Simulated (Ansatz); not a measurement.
## Geometry relaxation of Si2NH5F (charge +1) (part 2 of 2)

Si2NH5F, charge +1; RKS PBE-D4/def2-SVP (Ansatz 0.2.0). It belongs to a series of runs on one base structure; here: end point B relaxed.

Geometry of the input (Å):
```
N  -0.1441  1.4826  -0.6528
Si 0.7948  0.1346  -0.2216
F  0.9123  -0.7360  -1.5564
Si -0.6812  -1.3136  0.9981
H  -0.1527  1.8037  -1.6116
H  -0.3529  2.2438  -0.0266
H  0.3296  -0.2880  1.0150
H  -0.3636  -2.6522  1.5150
H  -2.1330  -1.1742  1.1836
```

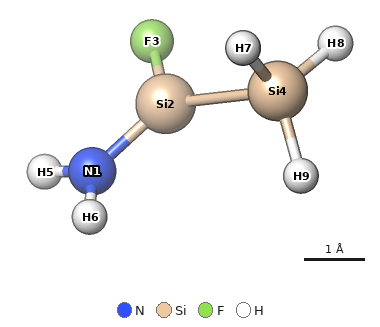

**Figure 1.** The geometry at step 25 of the log (ball-and-stick view, seen at a tilt; atoms are numbered from 1 in the order of the input).

### Trajectory as extended XYZ, continued
```
9
Properties=species:S:1:pos:R:3:forces:R:3 step=11 energy=-20015.99929
N    -0.1347    1.5506   -0.7399    0.0571  -0.1291   0.0606
Si    0.2625   -0.0396   -0.3851   -0.3190   0.1863  -0.2203
F     1.3928   -0.7274   -1.2825    0.2843  -0.1020  -0.1610
Si   -0.9911   -1.5478    0.7030    0.0300   0.0542   0.3089
H    -0.2156    1.8756   -1.7084    0.0289   0.0910  -0.0433
H    -0.2751    2.2899   -0.0454   -0.0379  -0.0008   0.0181
H     0.4737   -0.2022    1.1936   -0.0837  -0.1556   0.1751
H    -0.2801   -2.7377    1.2838    0.0219   0.0519  -0.0707
H    -2.0232   -0.9604    1.6237    0.0183   0.0040  -0.0675
9
Properties=species:S:1:pos:R:3:forces:R:3 step=12 energy=-20016.03832
N    -0.1312    1.5475   -0.7421    0.0685  -0.1362   0.0650
Si    0.2332   -0.0566   -0.4176   -0.2926   0.1852  -0.3167
F     1.3975   -0.7300   -1.2827    0.2445  -0.0755  -0.1426
Si   -0.9849   -1.5409    0.7142    0.0814   0.0746   0.3427
H    -0.1705    1.9020   -1.7034    0.0433   0.0815  -0.0238
H    -0.3063    2.2645   -0.0320   -0.0516  -0.0005   0.0085
H     0.4055   -0.2496    1.1865   -0.0795  -0.1584   0.2113
H    -0.2388   -2.7144    1.2834   -0.0129   0.0536  -0.0710
H    -1.9953   -0.9216    1.6363   -0.0011  -0.0243  -0.0733
9
Properties=species:S:1:pos:R:3:forces:R:3 step=13 energy=-20016.07406
N    -0.1277    1.5446   -0.7447    0.0779  -0.1436   0.0605
Si    0.2087   -0.0709   -0.4506   -0.2435   0.1414  -0.3211
F     1.3996   -0.7318   -1.2915    0.1717  -0.0398  -0.1167
Si   -0.9771   -1.5322    0.7304    0.1053   0.0892   0.3303
H    -0.1218    1.9292   -1.6951    0.0523   0.0775  -0.0277
H    -0.3427    2.2384   -0.0227   -0.0645   0.0038   0.0087
H     0.3620   -0.2820    1.1819   -0.0573  -0.1329   0.2172
H    -0.2119   -2.6968    1.2874   -0.0172   0.0307  -0.0728
H    -1.9798   -0.8976    1.6477   -0.0248  -0.0264  -0.0785
9
Properties=species:S:1:pos:R:3:forces:R:3 step=14 energy=-20016.18764
N    -0.1050    1.5379   -0.7568   -0.0436   0.2770  -0.0126
Si    0.1224   -0.1173   -0.5716    0.0183   0.0541  -0.4963
F     1.3884   -0.7414   -1.3492   -0.2092   0.1285   0.0283
Si   -0.9164   -1.4810    0.8300    0.0981   0.0591   0.2618
H     0.0456    2.0255   -1.6660   -0.0075  -0.2356   0.6201
H    -0.4723    2.1496    0.0004    0.1163  -0.3073  -0.5453
H     0.2502   -0.3754    1.2008    0.2284   0.1505   0.3942
H    -0.1298   -2.6667    1.2922   -0.1237  -0.0215  -0.1265
H    -1.9739   -0.8305    1.6629   -0.0771  -0.1049  -0.1236
9
Properties=species:S:1:pos:R:3:forces:R:3 step=15 energy=-20016.30423
N    -0.0970    1.5208   -0.7789   -0.1425   0.7630  -0.3801
Si    0.0266   -0.1637   -0.7162    0.5325   0.4837  -0.0456
F     1.3506   -0.7478   -1.4376   -0.4803   0.1234  -0.0861
Si   -0.8498   -1.4235    0.9201    0.7225   0.6398   0.6281
H     0.2180    2.1057   -1.6203   -0.4268  -0.7919   1.4188
H    -0.6007    2.0575   -0.0138    0.5090  -0.5227  -1.1809
H     0.2653   -0.3657    1.3732   -0.1923  -0.2261  -0.0164
H    -0.1129   -2.6624    1.2655   -0.1773  -0.3070  -0.1920
H    -1.9906   -0.8200    1.6506   -0.3449  -0.1622  -0.1457
9
Properties=species:S:1:pos:R:3:forces:R:3 step=16 energy=-20016.48932
N    -0.0891    1.5205   -0.7954   -0.1724   0.7804  -0.3432
Si    0.0194   -0.1634   -0.7437    0.3717   0.4536  -0.4095
F     1.3037   -0.7428   -1.5314   -0.3625   0.1119  -0.1128
Si   -0.7318   -1.3385    1.0505   -1.1534  -1.0767   0.2107
H     0.2969    2.1277   -1.5915   -0.5390  -0.8251   1.3720
H    -0.6661    2.0341   -0.0654    0.6347  -0.4510  -1.1635
H     0.2514   -0.3897    1.4777    1.3068   1.1045   1.0598
H    -0.1252   -2.7122    1.2271   -0.3714   0.2535  -0.2449
H    -2.0499   -0.8347    1.6148    0.2854  -0.3511  -0.3686
9
Properties=species:S:1:pos:R:3:forces:R:3 step=17 energy=-20016.81728
N    -0.1031    1.5142   -0.8136   -0.0088   0.5817  -0.3050
Si    0.0343   -0.1481   -0.7378    0.1858  -0.2346  -0.1168
F     1.2583   -0.7375   -1.6042   -0.2577   0.1206  -0.0847
Si   -0.7080   -1.3237    1.1089    0.5290   0.3785   0.3280
H     0.3306    2.1150   -1.5548   -0.2897  -0.3764   0.6488
H    -0.6958    2.0299   -0.1315    0.2373  -0.1296  -0.5250
H     0.3471   -0.3264    1.6350   -0.2652  -0.3802   0.3495
H    -0.1832   -2.7284    1.1827   -0.1969   0.1675  -0.1454
H    -2.0709   -0.8940    1.5580    0.0661  -0.1275  -0.1494
9
Properties=species:S:1:pos:R:3:forces:R:3 step=18 energy=-20016.97584
N    -0.1230    1.4995   -0.8261    0.0086   0.5734  -0.2943
Si    0.0214   -0.1582   -0.7238    0.4777  -0.1484  -0.1820
F     1.2068   -0.7498   -1.6437   -0.3019   0.1194  -0.0712
Si   -0.6317   -1.2737    1.2036    0.1857   0.0788  -0.0616
H     0.3397    2.0954   -1.5490   -0.3048  -0.2928   0.5095
H    -0.7317    2.0203   -0.1657    0.2040  -0.0868  -0.4440
H     0.3933   -0.3504    1.8281   -0.1711  -0.2488   0.3796
H    -0.2144   -2.7046    1.0844   -0.0959   0.0794   0.0483
H    -2.0511   -0.8777    1.4350   -0.0024  -0.0742   0.1156
9
Properties=species:S:1:pos:R:3:forces:R:3 step=19 energy=-20017.09123
N    -0.1218    1.5133   -0.8616   -0.0066   0.1371  -0.1216
Si    0.0608   -0.1356   -0.7366    0.4739  -0.3131  -0.0756
F     1.1918   -0.7263   -1.7282   -0.3890   0.1550   0.1067
Si   -0.6094   -1.2609    1.2118    0.2166   0.1799   0.2244
H     0.3384    2.1042   -1.5669   -0.0260   0.0458   0.0030
H    -0.7357    2.0340   -0.2229   -0.0409   0.0787  -0.1016
H     0.3774   -0.4127    2.0083   -0.2958  -0.3150   0.0264
H    -0.2460   -2.7035    1.0850   -0.0170   0.0414  -0.0337
H    -2.0462   -0.9116    1.4539    0.0847  -0.0098  -0.0280
9
Properties=species:S:1:pos:R:3:forces:R:3 step=20 energy=-20017.16795
N    -0.1289    1.5448   -0.9069   -0.0230  -0.1676   0.0591
Si    0.1145   -0.0958   -0.6693    0.2626   0.0613  -0.2763
F     1.1653   -0.7152   -1.7286   -0.2712   0.1381   0.2071
Si   -0.5850   -1.2766    1.2559    0.1867   0.1611   0.0879
H     0.3234    2.1106   -1.6387   -0.0342  -0.0412  -0.0175
H    -0.7703    2.0894   -0.3145    0.0377   0.0174  -0.0662
H     0.3762   -0.5432    2.1597   -0.1449  -0.1728   0.0602
H    -0.2701   -2.7166    1.0239   -0.0165   0.0149  -0.0351
H    -2.0159   -0.8965    1.4612    0.0028  -0.0113  -0.0192
9
Properties=species:S:1:pos:R:3:forces:R:3 step=21 energy=-20017.20602
N    -0.1400    1.5657   -0.9370   -0.0223  -0.0285  -0.0472
Si    0.1362   -0.0520   -0.6184    0.2074   0.0296  -0.1194
F     1.1605   -0.7071   -1.6763   -0.1684   0.1044   0.1098
Si   -0.5593   -1.2709    1.2832    0.0804   0.0044   0.1095
H     0.2818    2.0702   -1.7307   -0.0304  -0.0230   0.0264
H    -0.7740    2.1552   -0.3807    0.0424  -0.0365  -0.0328
H     0.3749   -0.6818    2.3037   -0.0699  -0.0662  -0.0237
H    -0.2803   -2.6945    0.9221   -0.0360   0.0323  -0.0057
H    -1.9904   -0.8838    1.4768   -0.0032  -0.0164  -0.0168
9
Properties=species:S:1:pos:R:3:forces:R:3 step=22 energy=-20017.19678 accepted=F
N    -0.1552    1.5774   -0.9869    0.0558  -0.0071  -0.0307
Si    0.2500    0.0166   -0.5589   -0.3821  -0.2788   0.3990
F     1.1779   -0.6690   -1.6689    0.1659  -0.0757  -0.1090
Si   -0.5431   -1.2844    1.3431    0.1780   0.2711  -0.3669
H     0.1739    2.0407   -1.8454    0.0114   0.0069   0.0111
H    -0.7504    2.1783   -0.4083   -0.0607   0.0944   0.0450
H     0.3622   -0.8271    2.4403   -0.0019  -0.0286   0.0424
H    -0.3376   -2.6808    0.8555    0.0213  -0.0080   0.0093
H    -1.9685   -0.8508    1.4723    0.0123   0.0259  -0.0003
9
Properties=species:S:1:pos:R:3:forces:R:3 step=23 energy=-20017.21607
N    -0.1520    1.5652   -0.9596   -0.0668   0.0226   0.0566
Si    0.1737   -0.0290   -0.5829    0.0672   0.0656  -0.0899
F     1.1713   -0.6707   -1.6662   -0.0059  -0.0478   0.0269
Si   -0.5429   -1.2715    1.3028   -0.0067  -0.0197   0.0429
H     0.2467    2.0488   -1.7766   -0.0047  -0.0189  -0.0054
H    -0.7780    2.1660   -0.4082    0.0193  -0.0104  -0.0135
H     0.3787   -0.7588    2.3671   -0.0123  -0.0211   0.0002
H    -0.3176   -2.6906    0.8912   -0.0012   0.0253  -0.0096
H    -1.9705   -0.8586    1.4752    0.0109   0.0045  -0.0082
9
Properties=species:S:1:pos:R:3:forces:R:3 step=24 energy=-20017.21289 accepted=F
N    -0.1729    1.5597   -0.9646    0.1064   0.1100  -0.2542
Si    0.2167   -0.0066   -0.5670   -0.0531  -0.2515   0.3277
F     1.2011   -0.6845   -1.6358    0.0320   0.0182  -0.0877
Si   -0.5331   -1.2563    1.3145    0.0743   0.0486  -0.0559
H     0.1718    2.0120   -1.8233   -0.0152   0.0721   0.0303
H    -0.7670    2.1705   -0.3958   -0.0874   0.0608   0.0494
H     0.3735   -0.8360    2.4303   -0.0098   0.0138  -0.0373
H    -0.3294   -2.6512    0.8271   -0.0308  -0.0617   0.0143
H    -1.9516   -0.8068    1.4574   -0.0164  -0.0102   0.0134
9
Properties=species:S:1:pos:R:3:forces:R:3 step=25 energy=-20017.21873
N    -0.1648    1.5629   -0.9677   -0.0113   0.0019   0.0094
Si    0.1963   -0.0185   -0.5724    0.0094   0.0079  -0.0066
F     1.1995   -0.6712   -1.6430    0.0029  -0.0082   0.0059
Si   -0.5372   -1.2675    1.3068   -0.0028  -0.0050   0.0121
H     0.2188    2.0436   -1.7927    0.0150  -0.0016  -0.0300
H    -0.7929    2.1619   -0.4186   -0.0161  -0.0014   0.0207
H     0.3905   -0.8032    2.3865   -0.0025  -0.0081  -0.0031
H    -0.3449   -2.6818    0.8645   -0.0021   0.0111  -0.0059
H    -1.9559   -0.8253    1.4794    0.0076   0.0034  -0.0024
9
Properties=species:S:1:pos:R:3:forces:R:3 step=26 energy=-20017.21958
N    -0.1779    1.5582   -0.9753    0.0201   0.0099  -0.0374
Si    0.2116   -0.0106   -0.5577   -0.0061   0.0005   0.0153
F     1.2358   -0.6594   -1.6107    0.0031  -0.0026  -0.0050
Si   -0.5365   -1.2659    1.3119    0.0246   0.0248  -0.0182
H     0.1969    2.0293   -1.8116   -0.0119  -0.0008   0.0340
H    -0.8116    2.1549   -0.4294   -0.0092  -0.0011  -0.0100
H     0.4111   -0.8449    2.3922   -0.0129  -0.0145  -0.0015
H    -0.3773   -2.6708    0.8309   -0.0093  -0.0125   0.0109
H    -1.9427   -0.7899    1.4924    0.0015  -0.0038   0.0120
9
Properties=species:S:1:pos:R:3:forces:R:3 step=27 energy=-20017.22023
N    -0.1945    1.5559   -0.9910    0.0561  -0.0362  -0.0496
Si    0.2306    0.0015   -0.5491   -0.0141   0.0124   0.0358
F     1.2871   -0.6392   -1.5756   -0.0175   0.0235   0.0044
Si   -0.5309   -1.2617    1.3127    0.0192  -0.0154   0.0256
H     0.1794    2.0251   -1.8296   -0.0259  -0.0036   0.0613
H    -0.8473    2.1435   -0.4574   -0.0041  -0.0073  -0.0219
H     0.4350   -0.9114    2.4052   -0.0246   0.0007  -0.0584
H    -0.4294   -2.6652    0.8052   -0.0084   0.0260   0.0061
H    -1.9207   -0.7475    1.5224    0.0193  -0.0001  -0.0033
9
Properties=species:S:1:pos:R:3:forces:R:3 step=28 energy=-20017.22115
N    -0.2008    1.5523   -0.9949    0.0457  -0.0557  -0.0155
Si    0.2340    0.0022   -0.5439   -0.0330   0.0464   0.0185
F     1.3075   -0.6294   -1.5578   -0.0022   0.0171  -0.0018
Si   -0.5312   -1.2636    1.3144    0.0198  -0.0111   0.0038
H     0.1829    2.0270   -1.8255   -0.0213  -0.0065   0.0425
H    -0.8708    2.1324   -0.4742    0.0074  -0.0150  -0.0209
H     0.4540   -0.9269    2.3948   -0.0407  -0.0135  -0.0558
H    -0.4547   -2.6660    0.7951   -0.0073   0.0489   0.0239
H    -1.9116   -0.7271    1.5349    0.0316  -0.0106   0.0054
9
Properties=species:S:1:pos:R:3:forces:R:3 step=29 energy=-20017.22234
N    -0.2117    1.5444   -1.0031    0.0005  -0.0424   0.0328
Si    0.2415    0.0031   -0.5382   -0.0388   0.0737  -0.0165
F     1.3540   -0.6061   -1.5241   -0.0099   0.0173   0.0182
Si   -0.5340   -1.2633    1.3136    0.0130  -0.0284  -0.0003
H     0.1899    2.0304   -1.8179   -0.0163  -0.0063   0.0169
H    -0.9165    2.1079   -0.5080    0.0512  -0.0447  -0.0358
H     0.4876   -0.9603    2.3707   -0.0526  -0.0269  -0.0499
H    -0.5065   -2.6631    0.7776   -0.0040   0.0751   0.0416
H    -1.8951   -0.6919    1.5722    0.0570  -0.0173  -0.0070
9
Properties=species:S:1:pos:R:3:forces:R:3 step=30 energy=-20017.22305
N    -0.2238    1.5393   -1.0105   -0.0387  -0.0278   0.0619
Si    0.2458    0.0070   -0.5327    0.0279   0.0407  -0.0530
F     1.3933   -0.5838   -1.4915   -0.0437   0.0383   0.0370
Si   -0.5312   -1.2658    1.3116   -0.0182  -0.0184   0.0135
H     0.1883    2.0317   -1.8157   -0.0111  -0.0040   0.0033
H    -0.9529    2.0899   -0.5348    0.0781  -0.0622  -0.0474
H     0.5134   -1.0006    2.3564   -0.0572  -0.0187  -0.0509
H    -0.5525   -2.6649    0.7718   -0.0025   0.0912   0.0307
H    -1.8710   -0.6517    1.5881    0.0654  -0.0392   0.0049
9
Properties=species:S:1:pos:R:3:forces:R:3 step=31 energy=-20017.22399
N    -0.2327    1.5321   -1.0184   -0.0367  -0.0176   0.0456
Si    0.2586    0.0122   -0.5252    0.0474   0.0253  -0.0808
F     1.4340   -0.5625   -1.4623   -0.0920   0.0548   0.0762
Si   -0.5336   -1.2612    1.3099   -0.0107  -0.0379   0.0445
H     0.1795    2.0253   -1.8230   -0.0084   0.0061   0.0035
H    -0.9780    2.0722   -0.5560    0.0794  -0.0616  -0.0469
H     0.5319   -1.0372    2.3432   -0.0563  -0.0197  -0.0503
H    -0.5933   -2.6512    0.7508    0.0004   0.0792   0.0306
H    -1.8571   -0.6287    1.6237    0.0769  -0.0284  -0.0224
9
Properties=species:S:1:pos:R:3:forces:R:3 step=32 energy=-20017.22503
N    -0.2420    1.5268   -1.0261   -0.0130  -0.0192   0.0179
Si    0.2640    0.0174   -0.5192    0.0832   0.0029  -0.0595
F     1.4612   -0.5445   -1.4363   -0.0988   0.0526   0.0683
Si   -0.5305   -1.2600    1.3113   -0.0189  -0.0270   0.0462
H     0.1718    2.0203   -1.8296   -0.0084   0.0084   0.0030
H    -0.9978    2.0592   -0.5745    0.0426  -0.0352  -0.0280
H     0.5441   -1.0752    2.3422   -0.0457  -0.0088  -0.0556
H    -0.6242   -2.6396    0.7347   -0.0017   0.0553   0.0246
H    -1.8375   -0.6035    1.6405    0.0607  -0.0290  -0.0170
9
Properties=species:S:1:pos:R:3:forces:R:3 step=33 energy=-20017.22591
N    -0.2598    1.5164   -1.0408    0.0420  -0.0375  -0.0211
Si    0.2867    0.0360   -0.4946    0.0714  -0.0644  -0.0856
F     1.5203   -0.5032   -1.3764   -0.0939   0.0605   0.0650
Si   -0.5294   -1.2618    1.3113    0.0107   0.0101   0.0657
H     0.1508    2.0061   -1.8482    0.0009   0.0152   0.0090
H    -1.0375    2.0324   -0.6126   -0.0226   0.0094   0.0081
H     0.5766   -1.1477    2.3195   -0.0679  -0.0143  -0.0464
H    -0.6993   -2.6222    0.7082    0.0102   0.0502   0.0066
H    -1.7991   -0.5550    1.6765    0.0492  -0.0293  -0.0012
9
Properties=species:S:1:pos:R:3:forces:R:3 step=34 energy=-20017.22679
N    -0.2701    1.5080   -1.0530    0.0563  -0.0342  -0.0304
Si    0.2890    0.0373   -0.4933    0.0880  -0.0254  -0.0373
F     1.5541   -0.4786   -1.3435   -0.1019   0.0470   0.0557
Si   -0.5286   -1.2579    1.3146    0.0099  -0.0216   0.0429
H     0.1532    2.0066   -1.8486   -0.0105   0.0063   0.0077
H    -1.0664    2.0104   -0.6437   -0.0289   0.0107   0.0100
H     0.5928   -1.1906    2.3099   -0.0603  -0.0043  -0.0605
H    -0.7377   -2.6019    0.6865    0.0051   0.0444   0.0259
H    -1.7769   -0.5324    1.7138    0.0423  -0.0229  -0.0140
9
Properties=species:S:1:pos:R:3:forces:R:3 step=35 energy=-20017.22729
N    -0.2712    1.5069   -1.0548    0.0228  -0.0108  -0.0143
Si    0.2902    0.0384   -0.4922    0.0707  -0.0259  -0.0288
F     1.5592   -0.4730   -1.3380   -0.0776   0.0366   0.0440
Si   -0.5283   -1.2583    1.3144   -0.0010  -0.0155   0.0185
H     0.1551    2.0083   -1.8469   -0.0113   0.0034   0.0058
H    -1.0737    2.0053   -0.6507   -0.0007  -0.0036  -0.0014
H     0.5945   -1.1984    2.3043   -0.0226   0.0008  -0.0268
H    -0.7462   -2.6004    0.6885    0.0021   0.0239   0.0090
H    -1.7703   -0.5279    1.7181    0.0177  -0.0089  -0.0060
9
Properties=species:S:1:pos:R:3:forces:R:3 step=36 energy=-20017.22762
N    -0.2753    1.5019   -1.0589   -0.0106   0.0101   0.0007
Si    0.2969    0.0424   -0.4844    0.0288  -0.0143  -0.0193
F     1.5747   -0.4598   -1.3199   -0.0383   0.0204   0.0262
Si   -0.5286   -1.2582    1.3164    0.0019   0.0009  -0.0178
H     0.1519    2.0049   -1.8494   -0.0085   0.0028   0.0027
H    -1.0885    1.9928   -0.6650    0.0276  -0.0172  -0.0104
H     0.6025   -1.2198    2.2940    0.0040  -0.0037   0.0084
H    -0.7677   -2.5892    0.6777   -0.0022   0.0013   0.0057
H    -1.7566   -0.5142    1.7323   -0.0026  -0.0002   0.0037
9
Properties=species:S:1:pos:R:3:forces:R:3 step=37 energy=-20017.22777
N    -0.2804    1.4981   -1.0655   -0.0229   0.0085   0.0133
Si    0.3038    0.0480   -0.4789    0.0047  -0.0044  -0.0127
F     1.5937   -0.4425   -1.3011   -0.0141   0.0097   0.0129
Si   -0.5269   -1.2576    1.3160   -0.0061  -0.0065  -0.0039
H     0.1473    2.0029   -1.8545   -0.0041   0.0022   0.0000
H    -1.1030    1.9812   -0.6810    0.0352  -0.0212  -0.0118
H     0.6093   -1.2480    2.2879    0.0095   0.0020   0.0051
H    -0.7935   -2.5808    0.6717    0.0012   0.0053  -0.0038
H    -1.7411   -0.5004    1.7483   -0.0036   0.0044   0.0010
9
Properties=species:S:1:pos:R:3:forces:R:3 step=38 energy=-20017.22786
N    -0.2850    1.4939   -1.0702   -0.0169   0.0011   0.0143
Si    0.3076    0.0506   -0.4746   -0.0072   0.0102  -0.0061
F     1.6092   -0.4293   -1.2836   -0.0015   0.0024   0.0026
Si   -0.5267   -1.2574    1.3167   -0.0027  -0.0045  -0.0021
H     0.1439    2.0005   -1.8573   -0.0017   0.0014  -0.0012
H    -1.1142    1.9708   -0.6929    0.0278  -0.0184  -0.0087
H     0.6173   -1.2680    2.2805   -0.0020   0.0007  -0.0020
H    -0.8135   -2.5725    0.6633    0.0017   0.0096   0.0025
H    -1.7293   -0.4878    1.7610    0.0025  -0.0025   0.0005
9
Properties=species:S:1:pos:R:3:forces:R:3 step=39 energy=-20017.22789
N    -0.2870    1.4914   -1.0729   -0.0047  -0.0051   0.0083
Si    0.3100    0.0519   -0.4727   -0.0167   0.0200   0.0006
F     1.6174   -0.4223   -1.2749    0.0062  -0.0038  -0.0025
Si   -0.5270   -1.2565    1.3169    0.0003  -0.0046   0.0018
H     0.1418    1.9989   -1.8595    0.0003   0.0014  -0.0019
H    -1.1189    1.9652   -0.6987    0.0125  -0.0107  -0.0027
H     0.6206   -1.2778    2.2763   -0.0028  -0.0004  -0.0028
H    -0.8235   -2.5665    0.6583    0.0010   0.0037   0.0026
H    -1.7240   -0.4833    1.7700    0.0039  -0.0003  -0.0033
```
